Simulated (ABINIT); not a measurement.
# Beyond one shot: LiF (Griceite), part 3 of 3

Aim: iterate the self-energy on LiF (Griceite) and follow the gap from cycle to cycle.

ABINIT 10.8.3; LDA and many-body steps on it, plane waves. Known limits of the many-body steps: not at the basis limit.

So far. Step 11 (QSGW, cycle 3): Against the cycle before, the gap moves by +0.064 eV.

## (13) Screening, 6×6×6 mesh, 17 bands, screening to 108.8 eV

This step: RPA screening on LDA from quasiparticle energies and orbitals, plane waves, norm-conserving pseudopotentials.

run.abi

```
acell 3*1.0 Angstrom
rprim 
  0.000000000000 2.014000000000 2.014000000000
  2.014000000000 0.000000000000 2.014000000000
  2.014000000000 2.014000000000 -0.000000000000
ntypat 2
znucl 3 9
natom 2
typat 1 2
xred 
  0.000000000000 0.000000000000 0.000000000000
  0.500000000000 0.500000000000 0.500000000000
pp_dirpath "pseudos"
pseudos "Li.upf, F.upf"
ecut 36
ngkpt 6 6 6
nshiftk 1
shiftk 0 0 0
kptopt 1
chksymbreak 0
istwfk *1
occopt 1
irdwfk 1
optdriver 3
nband 17
ecuteps 4
inclvkb 2
awtr 1
symchi 1
irdqps 1
gwcalctyp 28
nqptdm 15
qptdm 
  0.1666666667 0.0000000000 0.0000000000
  0.3333333333 0.0000000000 0.0000000000
  0.5000000000 0.0000000000 0.0000000000
  0.1666666667 0.1666666667 0.0000000000
  0.3333333333 0.1666666667 0.0000000000
  0.5000000000 0.1666666667 0.0000000000
  -0.3333333333 0.1666666667 0.0000000000
  -0.1666666667 0.1666666667 0.0000000000
  0.3333333333 0.3333333333 0.0000000000
  0.5000000000 0.3333333333 0.0000000000
  -0.3333333333 0.3333333333 0.0000000000
  0.5000000000 0.5000000000 0.0000000000
  0.5000000000 0.3333333333 0.1666666667
  -0.3333333333 0.3333333333 0.1666666667
  -0.3333333333 0.5000000000 0.1666666667
indata_prefix "in"
outdata_prefix "out"
tmpdata_prefix "tmp"
```

mrgscr.stdin

```
2
merged
q0_SCR
out_SCR
1
```

On the command line:

```console
> OMP_NUM_THREADS=1 mpirun -n 4 abinit run.abi > log; mrgscr < mrgscr.stdin
```

Numbers of over 12 decimals in the logs are rounded to 6 here.

Output:

```text
.Version 10.8.3 of ABINIT. v10.8.2 released Aug 2026.

 Symmetries : space group Fm -3 m (#225); Bravais cF (face-center cubic)
[... echo of the input left out ...]
== DATASET  1 ==================================================================
-   mpi_nproc: 4, omp_nthreads: 1 (-1 if OMP is not activated)

--- !DatasetInfo
iteration_state: {dtset: 1, }
dimensions: {natom: 2, nkpt: 16, mband: 17, nsppol: 1, nspinor: 1, nspden: 1, mpw: 1158, }
cutoff_energies: {ecut:  36.0, pawecutdg:  -1.0, }
[...]
q-point number  1        q = ( 0.166667, 0.000000, 0.000000) [r.l.u.]
--------------------------------------------------------------------------------
[... chi0 elements left out ...]
  Average fulfillment of the sum rule on Im[epsilon] for q-point    2 :     67.14  [%]

--------------------------------------------------------------------------------
  q-point number  2        q = ( 0.333333, 0.000000, 0.000000) [r.l.u.]
--------------------------------------------------------------------------------
[... chi0 elements left out ...]
  Average fulfillment of the sum rule on Im[epsilon] for q-point    3 :     54.86  [%]

 [... 13 further q-points ...]
```

It took 2.8 s on 4 MPI ranks of Arm Neoverse V2, shared host; peak memory 0.09 GiB.

Numbers from this step:

* plasma frequency: 29.05 eV
* plane waves in the screening matrix: 51

This screening reads the quasiparticle levels of the cycle before.

## (14) QSGW, cycle 4

This step: QSGW on LDA, plane waves, norm-conserving pseudopotentials.

run.abi: that of step 13 with these lines changed.

```diff
@@ -23,12 +23,10 @@
 irdwfk 1
-optdriver 3
+optdriver 4
 nband 17
-ecuteps 4
-inclvkb 2
-awtr 1
-symchi 1
-irdqps 1
 gwcalctyp 28
-nqptdm 15
-qptdm 
+ecutsigx 36
+symsigma 0
+nkptgw 16
+kptgw 
+  0.0000000000 0.0000000000 0.0000000000
   0.1666666667 0.0000000000 0.0000000000
@@ -48,2 +46,23 @@
   -0.3333333333 0.5000000000 0.1666666667
+bdgw 
+  1 12
+  1 12
+  1 12
+  1 12
+  1 12
+  1 12
+  1 12
+  1 12
+  1 12
+  1 12
+  1 12
+  1 12
+  1 12
+  1 12
+  1 12
+  1 12
+ecuteps 4
+irdscr 1
+ppmodel 1
+irdqps 1
 indata_prefix "in"
```

On the command line:

```console
> OMP_NUM_THREADS=1 mpirun -n 4 abinit run.abi > log
```

Output:

```text
.Version 10.8.3 of ABINIT. v10.8.2 released Aug 2026.

 Symmetries : space group Fm -3 m (#225); Bravais cF (face-center cubic)
[... echo of the input left out ...]
== DATASET  1 ==================================================================
-   mpi_nproc: 4, omp_nthreads: 1 (-1 if OMP is not activated)

--- !DatasetInfo
iteration_state: {dtset: 1, }
dimensions: {natom: 2, nkpt: 16, mband: 17, nsppol: 1, nspinor: 1, nspden: 1, mpw: 1158, }
cutoff_energies: {ecut:  36.0, pawecutdg:  -1.0, }
[...]
.  kptgw no:  3; Maximum DeltaE = (  -0.082  -0.000) for band index:  5
[...]
.  kptgw no: 15; Maximum DeltaE = (  -0.079  -0.019) for band index:  2
.  kptgw no: 16; Maximum DeltaE = (   0.081   0.011) for band index:  1

== END DATASET(S) ==============================================================
================================================================================

 -outvars: echo values of variables after computation  --------
           etotal      0.0000000000E+00
            nband          17
             nkpt          16
          spgroup         225
 [... the other variables as echoed above ...]

 Calculation completed.
```

Run time: 33 s. Hardware: 4 MPI ranks; peak memory 0.72 GiB.

Numbers from this step:

```
quasiparticle gap on the mesh                         : 15.65 eV
gap of the density functional on the mesh             : 8.864 eV
k of the valence top                                  : 0, 0, 0
k of the conduction bottom                            : 0, 0, 0
least direct quasiparticle gap on the computed points : 15.65 eV
```

Against the cycle before, the gap moves by +0.065 eV.

## (15) Screening, 6×6×6 mesh, 17 bands, screening to 108.8 eV

This step: RPA screening on LDA, plane waves, norm-conserving pseudopotentials.

run.abi

```
acell 3*1.0 Angstrom
rprim 
  0.000000000000 2.014000000000 2.014000000000
  2.014000000000 0.000000000000 2.014000000000
  2.014000000000 2.014000000000 -0.000000000000
ntypat 2
znucl 3 9
natom 2
typat 1 2
xred 
  0.000000000000 0.000000000000 0.000000000000
  0.500000000000 0.500000000000 0.500000000000
pp_dirpath "pseudos"
pseudos "Li.upf, F.upf"
ecut 36
ngkpt 6 6 6
nshiftk 1
shiftk 0 0 0
kptopt 1
chksymbreak 0
istwfk *1
occopt 1
irdwfk 1
optdriver 3
nband 17
ecuteps 4
inclvkb 2
awtr 1
symchi 1
gwcalctyp 28
mbpt_sciss 7.409 eV
nqptdm 1
qptdm 
  0 0 0
indata_prefix "in"
outdata_prefix "out"
tmpdata_prefix "tmp"
```

Output:

```text
.Version 10.8.3 of ABINIT. v10.8.2 released Aug 2026.

 Symmetries : space group Fm -3 m (#225); Bravais cF (face-center cubic)
[... echo of the input left out ...]
== DATASET  1 ==================================================================
-   mpi_nproc: 4, omp_nthreads: 1 (-1 if OMP is not activated)

--- !DatasetInfo
iteration_state: {dtset: 1, }
dimensions: {natom: 2, nkpt: 16, mband: 17, nsppol: 1, nspinor: 1, nspden: 1, mpw: 1158, }
cutoff_energies: {ecut:  36.0, pawecutdg:  -1.0, }
[...]
[... chi0 elements left out ...]
 For q-point:  0.000010 0.000020 0.000030
  dielectric constant =   1.7031
  dielectric constant without local fields =   1.7460

  Average fulfillment of the sum rule on Im[epsilon] for q-point    1 :     27.37  [%]
[... wings left out ...]
== END DATASET(S) ==============================================================
================================================================================

 -outvars: echo values of variables after computation  --------
           etotal      0.0000000000E+00
            nband          17
             nkpt          16
          spgroup         225
 [... the other variables as echoed above ...]

 Calculation completed.
```

Wall time 1.6 s (4 MPI ranks); peak memory 0.09 GiB; 6.2 s of CPU time.

Numbers from this step:

```yaml
eps_infinity_with_local_fields_on_this_mesh_along_the_program_s_q_direction: 1.703
the_same_without_local_fields: 1.746
plasma_frequency: 29.05 eV
plane_waves_in_the_screening_matrix: 51
```

This screening uses the functional's bands under a rigid shift, the mean opening of the cycle before.

## (16) Screening, 6×6×6 mesh, 17 bands, screening to 108.8 eV

This step: RPA screening on LDA from quasiparticle energies and orbitals, plane waves, norm-conserving pseudopotentials.

run.abi: that of step 15 with these lines changed.

```diff
@@ -29,7 +29,21 @@
 symchi 1
+irdqps 1
 gwcalctyp 28
-mbpt_sciss 7.409 eV
-nqptdm 1
+nqptdm 15
 qptdm 
-  0 0 0
+  0.1666666667 0.0000000000 0.0000000000
+  0.3333333333 0.0000000000 0.0000000000
+  0.5000000000 0.0000000000 0.0000000000
+  0.1666666667 0.1666666667 0.0000000000
+  0.3333333333 0.1666666667 0.0000000000
+  0.5000000000 0.1666666667 0.0000000000
+  -0.3333333333 0.1666666667 0.0000000000
+  -0.1666666667 0.1666666667 0.0000000000
+  0.3333333333 0.3333333333 0.0000000000
+  0.5000000000 0.3333333333 0.0000000000
+  -0.3333333333 0.3333333333 0.0000000000
+  0.5000000000 0.5000000000 0.0000000000
+  0.5000000000 0.3333333333 0.1666666667
+  -0.3333333333 0.3333333333 0.1666666667
+  -0.3333333333 0.5000000000 0.1666666667
 indata_prefix "in"
```

mrgscr.stdin is that of step 13.

On the command line:

```console
> OMP_NUM_THREADS=1 mpirun -n 4 abinit run.abi > log; mrgscr < mrgscr.stdin
```

Output:

```text
.Version 10.8.3 of ABINIT. v10.8.2 released Aug 2026.

 Symmetries : space group Fm -3 m (#225); Bravais cF (face-center cubic)
[... echo of the input left out ...]
== DATASET  1 ==================================================================
-   mpi_nproc: 4, omp_nthreads: 1 (-1 if OMP is not activated)

--- !DatasetInfo
iteration_state: {dtset: 1, }
dimensions: {natom: 2, nkpt: 16, mband: 17, nsppol: 1, nspinor: 1, nspden: 1, mpw: 1158, }
cutoff_energies: {ecut:  36.0, pawecutdg:  -1.0, }
[...]
q-point number  1        q = ( 0.166667, 0.000000, 0.000000) [r.l.u.]
--------------------------------------------------------------------------------
[... chi0 elements left out ...]
  Average fulfillment of the sum rule on Im[epsilon] for q-point    2 :     67.07  [%]

--------------------------------------------------------------------------------
  q-point number  2        q = ( 0.333333, 0.000000, 0.000000) [r.l.u.]
--------------------------------------------------------------------------------
[... chi0 elements left out ...]
  Average fulfillment of the sum rule on Im[epsilon] for q-point    3 :     54.80  [%]

 [... 13 further q-points ...]
```

Elapsed: 2.8 s, on 4 MPI ranks; peak memory 0.09 GiB; 11 s of CPU time.

This step gave:

- plasma frequency: 29.05 eV
- plane waves in the screening matrix: 51

This screening reads the quasiparticle levels of the cycle before.

## (17) QSGW, cycle 5

This step: QSGW on LDA, plane waves, norm-conserving pseudopotentials.

run.abi: that of step 16 with these lines changed.

```diff
@@ -23,12 +23,10 @@
 irdwfk 1
-optdriver 3
+optdriver 4
 nband 17
-ecuteps 4
-inclvkb 2
-awtr 1
-symchi 1
-irdqps 1
 gwcalctyp 28
-nqptdm 15
-qptdm 
+ecutsigx 36
+symsigma 0
+nkptgw 16
+kptgw 
+  0.0000000000 0.0000000000 0.0000000000
   0.1666666667 0.0000000000 0.0000000000
@@ -48,2 +46,23 @@
   -0.3333333333 0.5000000000 0.1666666667
+bdgw 
+  1 12
+  1 12
+  1 12
+  1 12
+  1 12
+  1 12
+  1 12
+  1 12
+  1 12
+  1 12
+  1 12
+  1 12
+  1 12
+  1 12
+  1 12
+  1 12
+ecuteps 4
+irdscr 1
+ppmodel 1
+irdqps 1
 indata_prefix "in"
```

On the command line:

```console
> OMP_NUM_THREADS=1 mpirun -n 4 abinit run.abi > log
```

Output:

```text
.Version 10.8.3 of ABINIT. v10.8.2 released Aug 2026.

 Symmetries : space group Fm -3 m (#225); Bravais cF (face-center cubic)
[... echo of the input left out ...]
== DATASET  1 ==================================================================
-   mpi_nproc: 4, omp_nthreads: 1 (-1 if OMP is not activated)

--- !DatasetInfo
iteration_state: {dtset: 1, }
dimensions: {natom: 2, nkpt: 16, mband: 17, nsppol: 1, nspinor: 1, nspden: 1, mpw: 1158, }
cutoff_energies: {ecut:  36.0, pawecutdg:  -1.0, }
[...]
.  kptgw no:  3; Maximum DeltaE = (  -0.045   0.022) for band index:  1
[...]
.  kptgw no: 15; Maximum DeltaE = (  -0.032   0.026) for band index:  1
.  kptgw no: 16; Maximum DeltaE = (  -0.067   0.016) for band index:  1

== END DATASET(S) ==============================================================
================================================================================

 -outvars: echo values of variables after computation  --------
           etotal      0.0000000000E+00
            nband          17
             nkpt          16
          spgroup         225
 [... the other variables as echoed above ...]

 Calculation completed.
```

It took 32 s on 4 MPI ranks; peak memory 0.72 GiB; 2.1 min of CPU time.

This step gave:

| Property | Result |
| --- | --- |
| quasiparticle gap on the mesh | 15.63 eV |
| gap of the density functional on the mesh | 8.864 eV |
| k of the valence top | 0, 0, 0 |
| k of the conduction bottom | 0, 0, 0 |
| least direct quasiparticle gap on the computed points | 15.63 eV |

Against the cycle before, the gap moves by −0.017 eV.

## (18) Side by side

Times are wall times on 4 MPI ranks of Arm Neoverse V2, shared host, good to a factor of about two. A run's time includes the screening step that it read.

| run | mesh | bands | screening cutoff (eV) | DFT gap (eV) | gap on the mesh (eV) | direct (eV) | ε∞ used | time |
| --- | --- | --- | --- | --- | --- | --- | --- | --- |
| G0W0 | 6×6×6 | 17 | 108.8 | 8.864 | 13.646 | 13.646 | 2.01 | 4.7 s |
| QSGW, cycle 1 | 6×6×6 | 17 | 108.8 | 8.864 | 14.456 | 14.456 | 2.01 | 36 s |
| QSGW, cycle 2 | 6×6×6 | 17 | 108.8 | 8.864 | 15.521 | 15.521 | 1.74 | 37 s |
| QSGW, cycle 3 | 6×6×6 | 17 | 108.8 | 8.864 | 15.585 | 15.585 | 1.71 | 37 s |
| QSGW, cycle 4 | 6×6×6 | 17 | 108.8 | 8.864 | 15.650 | 15.650 | 1.70 | 37 s |
| QSGW, cycle 5 | 6×6×6 | 17 | 108.8 | 8.864 | 15.633 | 15.633 | 1.70 | 37 s |

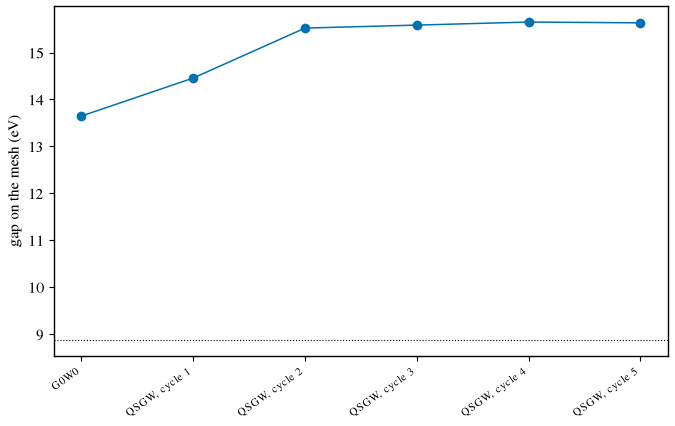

The gap through the cycles; the dotted line is the starting gap.

## (19) Outcome

| Property | Result |
| --- | --- |
| G0W0 | 13.646 eV |
| QSGW, cycle 1 | 14.456 eV |
| QSGW, cycle 2 | 15.521 eV |
| QSGW, cycle 3 | 15.585 eV |
| QSGW, cycle 4 | 15.650 eV |
| QSGW, cycle 5 | 15.633 eV |
| known limits | not at the basis limit |

In words: Only the bands that the input lists are updated; the others, empty or deep, keep the functional's energies or take a rigid shift. QSGW ends at 15.63 eV, +1.99 eV from G0W0, after 5 cycles that took 3 min beside the first screening; the last moved the gap by 0.017 eV. Bands and cutoff are finite, so the gap is not at the basis limit. The miss can reach some tenths of an eV and take either sign; the mesh is an error of its own. In the updated screening the q = 0 part is built from Kohn-Sham bands under a rigid shift, the other q from the quasiparticle levels.

[Paths, hosts, dates, memory and timing lines, banners, echoed tables and standing remarks are left out of the program output.]

[Logs are printed without paths, hosts, clocks, repeated set-up lines and the standing remarks that a program may print on its own settings, such as how far it seeks lower states.]

[Runs of the session that timed out or met a known fault of the program may be left out.]

[Hosts, paths, dates, database ids (printed as entryN), source tags and the programs' standing remarks are cut or masked in the printed files.]

[G0W0 gaps are taken among the corrected bands and points alone; a level outside them can change the order at an edge.]

[Where Ansatz stands beside ABINIT at settings called matched, ABINIT's density can come from a denser mesh and the files from another edition; pairs whose starting gaps differed by over 0.03 eV were left out, so agreement reads better than it is.]
